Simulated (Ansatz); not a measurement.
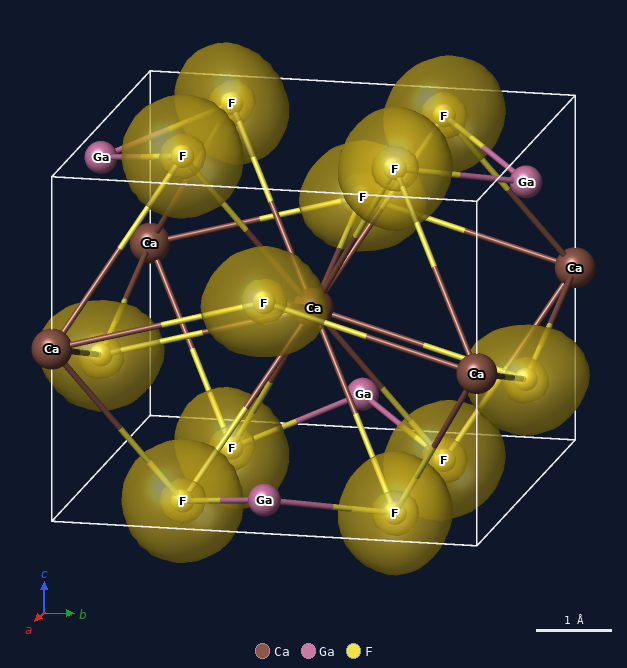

*CaGaF₃. Isosurface of the electron localisation function at 0.7 (yellow), seen slightly off an axis. Core shells and regions of very low density are left out. Sticks mark near contacts.*

Space group P4/nmm; a structure generated by program, which may or may not match a known phase.

Theory: Ansatz, DFT PBE, scalar-relativistic, plane waves, PAW.

Describe the localisation domains.

Answer. At this value the surface marks out six regions wrapped around F (the valence shell of each), counted in one cell of 10 atoms. Any copies at cell faces, edges or corners count once.

Values along the shortest contacts:
Ga–F (2.03 Å): the ELF peaks at about 0.80 in the valence shell of F, 0.6 Å from its nucleus, and is about 0.20 at the midpoint; no shared electron pair shows on this line. Ca–F (3.03 Å): the ELF is about 0 at the midpoint; no shared electron pair shows on this line.
